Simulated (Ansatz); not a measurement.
## Abstraction of H: C2H6O2Si + SiH2(OH)(SiH2) → C2H5O2Si + SiH2(OH)(SiH3)

Species: C2H6O2Si `CC(=O)O[SiH3]`, singlet; SiH2(OH)(SiH2), doublet; C2H5O2Si `CC(=O)O[SiH2]`, doublet; SiH2(OH)(SiH3) (disilanol), singlet. A radical takes H: the energy is the difference in strength between two Si–H bonds in different surroundings.

Shapes, held fixed at every level: PBE0-D4/def2-TZVP. Flexible molecules stand in one conformer, not always the lowest. Programs: Ansatz 0.2.0. The zero-point and thermal change to 298 K, harmonic and unscaled (PBE0-D4/def2-TZVP), is -0.9 kJ/mol.

| level | kind | ΔH(298 K) (kJ/mol) | less CCSD(T)/CBS estimate | CPU time (sum over the molecules) |
| --- | --- | --- | --- | --- |
| r2SCAN-D4/def2-TZVPP | meta-GGA | +19.7 | -2.8 | 70 s |
| BHLYP-D4/def2-TZVPP | global hybrid | +21.2 | -1.3 | 48 s |
| r2SCAN0-D4/def2-TZVPP | global hybrid | +21.3 | -1.2 | 74 s |
| wB97X-V/def2-TZVPP | range-separated hybrid | +19.1 | -3.4 | 1.8 min |
| B2PLYP/def2-TZVPP | double hybrid | +19.6 | -2.9 | 68 s |
| CCSD/def2-SVP | coupled cluster or CI | +23.5 | +1.0 | – |
| CCSD(T)/def2-TZVPP | coupled cluster or CI | +22.5 | 0.0 | 1.6 h |
| CCSD(T)/CBS estimate | coupled cluster or CI | +22.5 | 0.0 | 1.7 h |

The highest level, CCSD(T)/CBS estimate, gives ΔH(298 K) = +22.5 kJ/mol; the levels span +19.1 to +23.5. The column of differences is taken from that level and isn't an error. No measured value is set beside it here. Open shells run unrestricted. The CBS estimate extrapolates MP2 from def2-TZVPP and def2-QZVPP and adds CCSD(T) − MP2 in the triple-zeta set, cores frozen. Times are processor times on shared x86 and Arm servers, and rough.

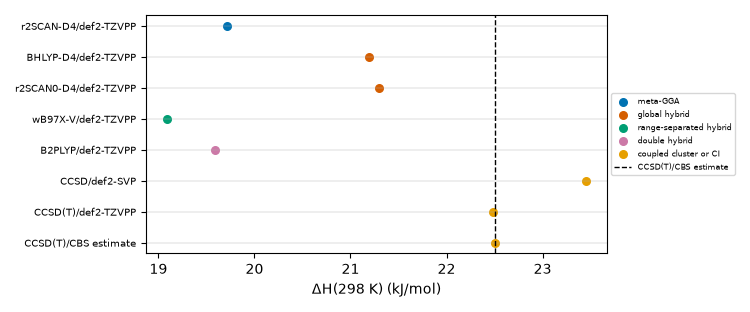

The values of the table, level by level.
